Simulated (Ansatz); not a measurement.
## Electronic structure of CH₆AlClSi in real space

Input file:

```
crystal:
  periodic: [false, false, false]
  atoms:
    - {symbol: Si, position_ang: [-1.309297, 1.376663, 0.095020]}
    - {symbol: Al, position_ang: [0.498609, -0.017186, -0.784146]}
    - {symbol: C, position_ang: [1.384544, -1.244053, 0.470037]}
    - {symbol: Cl, position_ang: [0.035341, -2.338282, -0.172143]}
    - {symbol: H, position_ang: [-0.891157, 2.805777, 0.205113]}
    - {symbol: H, position_ang: [-1.722393, 0.935492, 1.458896]}
    - {symbol: H, position_ang: [-2.521939, 1.347194, -0.772309]}
    - {symbol: H, position_ang: [1.057472, 0.016297, -2.266498]}
    - {symbol: H, position_ang: [1.234827, -1.187385, 1.545007]}
    - {symbol: H, position_ang: [2.317093, -1.745718, 0.224024]}
basis:
  gaussian: {orbitals: def2-TZVPP}
hamiltonian: {xc: pbe0, dispersion: d4}
output: {orbitals: {seedname: orbitals}}
```

Run with:

```sh
ansatz run in.yaml --threads 2 --pin off --events-out ev --progress --plain --max-ram 4352MiB
```

Geometry: PBE0-D4/def2-TZVP.

Method: Ansatz 0.2.0, RKS PBE0-D4/def2-TZVPP.

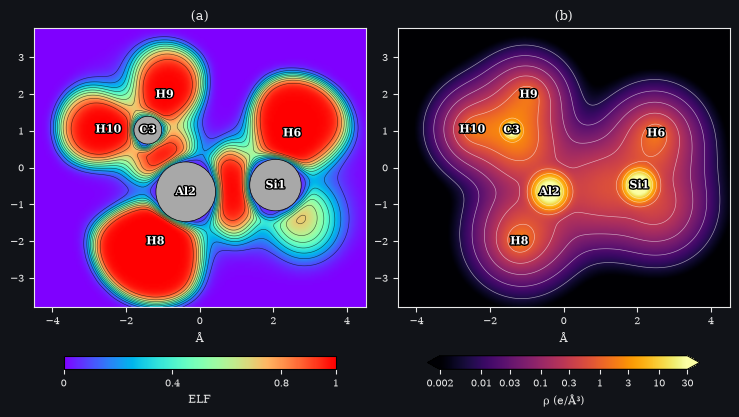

Figure 1. (a) electron localisation function; (b) electron density on the plane of atoms C3, Al2 and H8. Grey discs cover the atomic cores in the ELF map.

Question: What does the map show?

Answer: Atoms in the plane: Si, Al, C and H. C–Al (1.97 Å): ρ at the midpoint is about 0.68 e/Å³; the ELF peaks at about 0.95 between the atoms: a shared but strongly polarised pair. Al–Si (2.45 Å): ρ is about 0.51 e/Å³ halfway; the ELF peaks at about 1 between the atoms: localised, covalent bonding. C–H (1.09 Å): ρ is about 2.1 e/Å³ halfway; the ELF climbs to about 1 towards the hydrogen, as it does in any bond to H: an ordinary covalent bond to hydrogen. Si–H (1.49 Å): ρ at the midpoint is about 0.78 e/Å³; the ELF climbs to about 1 towards the hydrogen. Al–H (1.58 Å): ρ at the midpoint is about 0.55 e/Å³; the ELF climbs to about 1 towards the hydrogen.

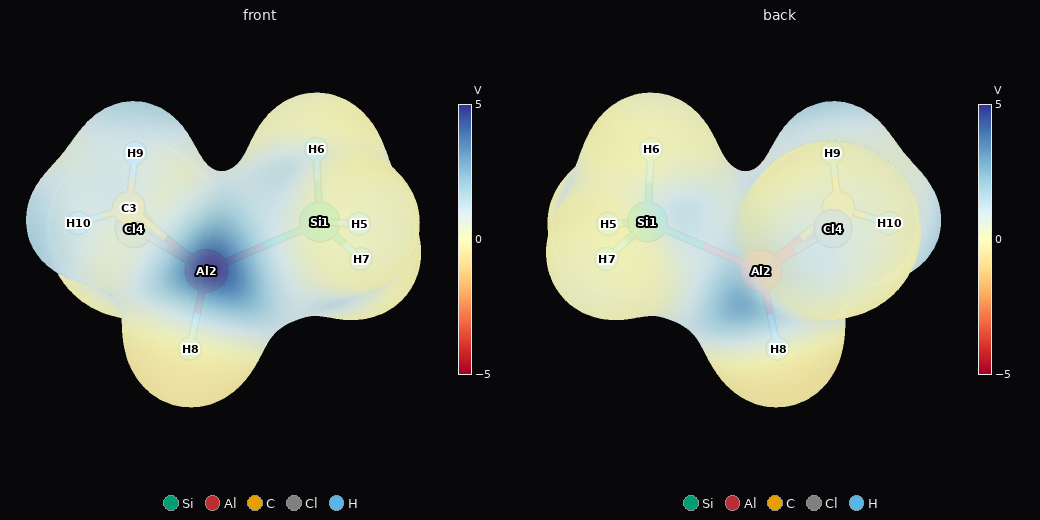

Figure 2. The molecular electrostatic potential painted on the density surface at 0.004 e/bohr³, seen from the front and from behind; red is negative and blue positive.

Question: Describe the electrostatic potential map.

Answer: The most negative region (about −0.4 V) lies over H8, the most positive (about +4.2 V) over Al2.

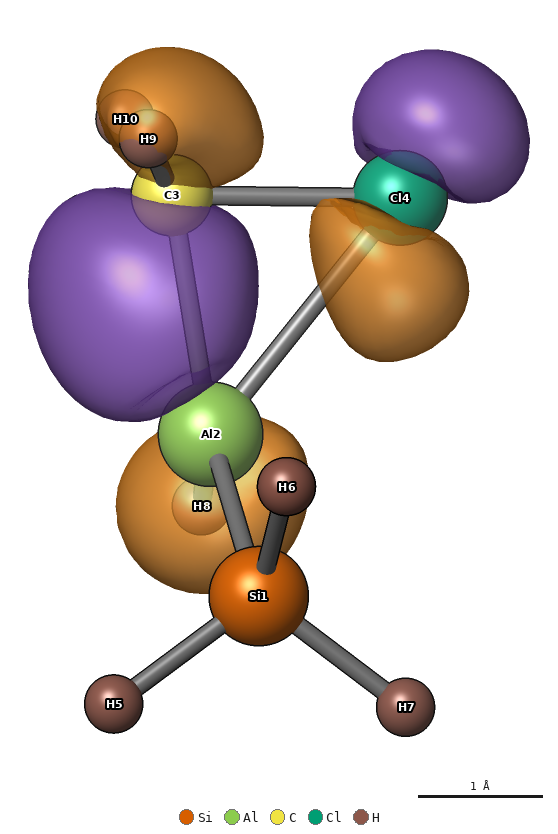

Figure 3. The HOMO−1 at ±0.15 Å⁻³ᐟ² (orange and purple are the two phases), seen at an oblique angle.

Question: Where does this orbital lie, and at what energy?

Answer: Its weight (Hirshfeld) is mainly on C3 (about 35 %), Cl4 (about 25 %), Al2 (about 20 %) and H8 (about 10 %). Its energy is −8.14 eV.

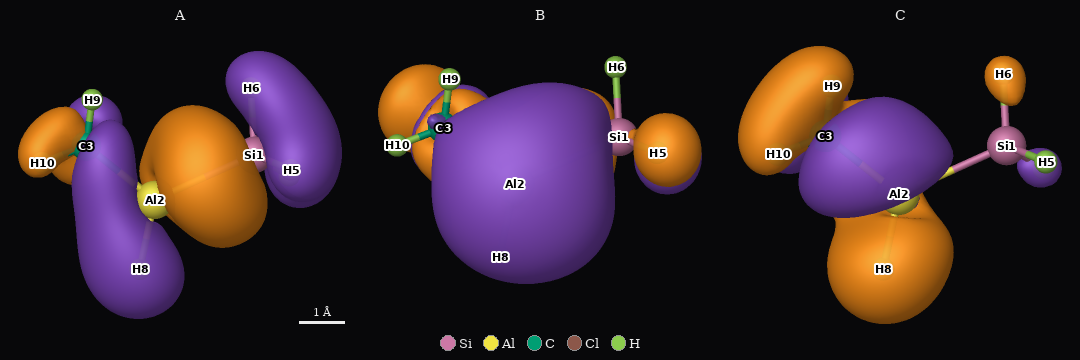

Figure 4. Three frontier orbitals at ±0.06 Å⁻³ᐟ² (orange and purple are the two phases), in no order.

Question: Order the three orbitals by energy and name them.

Answer: C is the HOMO−1 (−8.14 eV). Its weight (Hirshfeld) is mainly on C3 (about 35 %), Cl4 (about 25 %), Al2 (about 20 %) and H8 (about 10 %). A is the HOMO (−7.47 eV). By Hirshfeld shares it lies mainly on Si1 (about 40 %), Al2 (about 30 %) and H8 (about 10 %). B is the LUMO (−1.10 eV). By Hirshfeld shares it lies mainly on Al2 (about 55 %), Si1 (about 15 %), Cl4 (about 10 %) and C3 (about 5 %).

Question: What is the HOMO–LUMO gap?

Answer: 6.37 eV between the orbital energies.
